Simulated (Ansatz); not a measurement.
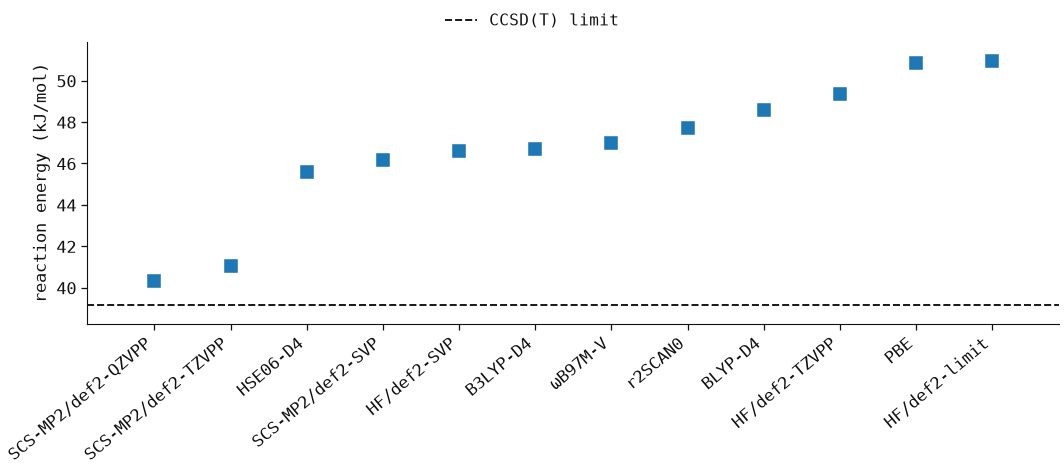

Electronic reaction energy of TiH₂O₂IF ([OH][Ti]([OH])([F])[I]) + H₂O (O) → TiH₃O₃I ([OH][Ti]([OH])([OH])[I]) + HF (F) (SMILES in brackets) at several levels (functionals in def2-TZVPP unless a basis is named), isolated molecules at PBE0-D4 triple-zeta geometries, minima by their frequencies, no zero-point or thermal terms, the Ansatz code. The line is frozen-core CCSD(T) at the basis limit (MP2 extrapolated from triple and quadruple zeta, plus CCSD(T) less MP2 in a smaller set). No dispersion term is added to r2SCAN0 and PBE. The distance of SCS-MP2/def2-QZVPP, SCS-MP2/def2-TZVPP, SCS-MP2/def2-SVP and HF/def2-SVP to the limit includes basis error. Core potentials past Kr.

What range do the values span, the line included?

From 39.2 kJ/mol (CCSD(T) limit) to 50.9 kJ/mol (HF/def2-limit).

What do zero-point energy and temperature add?

Zero-point change −3.9 kJ/mol; at 298.15 K and 1 bar the CCSD(T) limit plus thermal terms gives an enthalpy of reaction of 36.0 and a free energy of 37.0 kJ/mol (harmonic PBE0-D4 modes, ideal gas).

Caveats: no scalar relativity up to krypton; outer-core shells are correlated without core-valence functions, which makes the correlated values less sure; spin-orbit coupling is left out, and with I it can shift these values.
